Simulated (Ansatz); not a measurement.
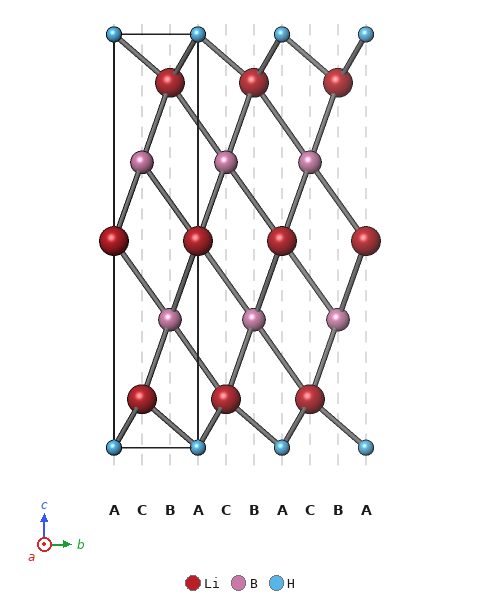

The picture looks along a close-packed row of the hexagonal mesh; c points upwards. The dashed lines mark the three columns A (0, 0), B (1/3, 2/3) and C (2/3, 1/3). The sequence starts with the first layer at or above the cell's origin.

Li₃B₂H: the geometry relaxed with DFT PBE, scalar-relativistic, plane waves, PAW in Ansatz 0.2.0; the starting structure was generated, so it need not be a known form of this composition.

> Read off the stacking sequence over one period.

H(A) – Li(C) – B(B) – Li(A) – B(C) – Li(B) (six layers in 10.04 Å).
